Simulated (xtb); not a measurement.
**Run report: TaN₂H₄ClO, geometry relaxation (part 4 of 4)**

TaN₂H₄ClO; GFN1-xTB (xtb 6.7.1). The geometry comes from this level: PBE0-D4/def2-TZVP.

Geometry of the input (Å):
```
N  -1.1413  1.2369  -0.1710
Ta 0.5533  0.2284  -0.2329
N  0.3355  -1.6235  0.4121
O  0.9841  0.1136  -1.8868
Cl 2.1826  1.3258  1.0243
H  -1.7045  1.3905  0.6533
H  -1.6040  1.6175  -0.9831
H  0.4925  -2.4431  -0.1554
H  -0.0096  -1.8925  1.3224
```

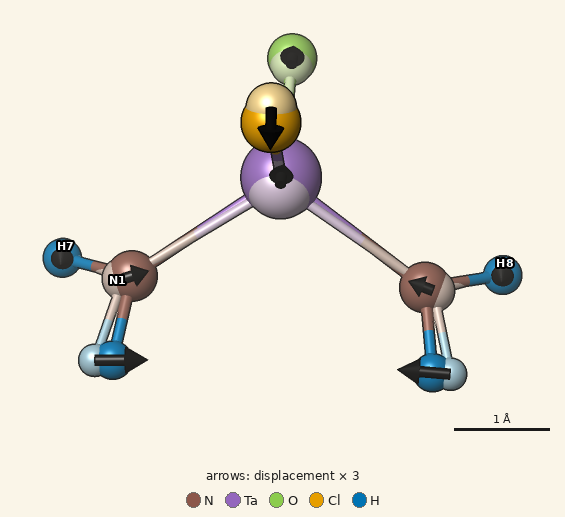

*Start (faint) and end (solid) with the displacements as black arrows, magnified 3 times (ball-and-stick view, seen at a tilt). The two geometries are laid on each other by the best rigid fit.*

The largest moves after the best rigid fit, 0.19 Å, are those of H6 and H9. By element the largest moves are H 0.19 Å, Cl 0.16 Å, O 0.11 Å, Ta 0.11 Å, N 0.10 Å. Among the contacts that change: N1–Ta2 1.973 → 1.912 Å, Ta2–Cl5 2.332 → 2.296 Å. Among the angles that change: O4–Ta2–Cl5 112.1° → 118.2°, N1–Ta2–Cl5 110.0° → 105.7°, N1–Ta2–N3 112.0° → 107.8°. The energy falls by 0.121 eV in 11 geometry steps. (Atoms are counted from 1 in the order of the input.)

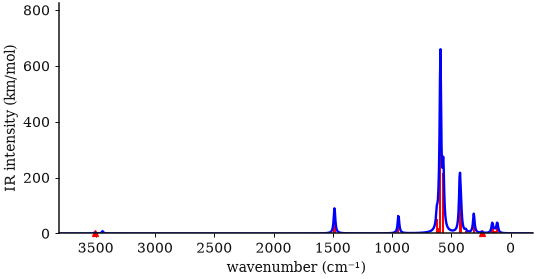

*Harmonic infrared spectrum, unscaled: sticks (degenerate modes added up, dark ones marked on the axis) with a Lorentzian envelope of 16 cm⁻¹ full width, scaled to the tallest stick.*

21 modes from 111 to 3508 cm⁻¹, none imaginary. The strongest line is at 592 cm⁻¹ (660 km/mol).

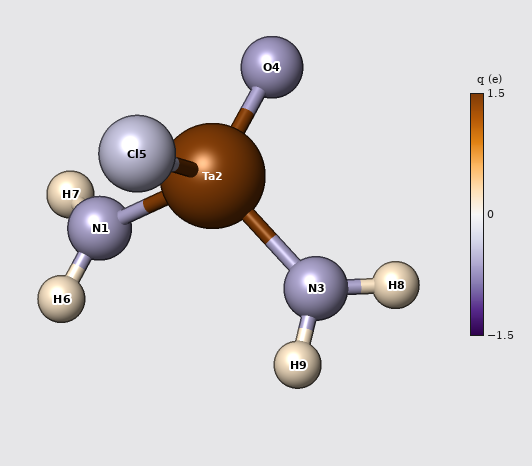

*Mulliken charges, as the colour of each atom (ball-and-stick view, seen at a tilt; atoms are numbered from 1 in the order of the input).*

By element: N −0.63, Ta +1.47, O −0.66, Cl −0.43 and H +0.21 to +0.23 e.
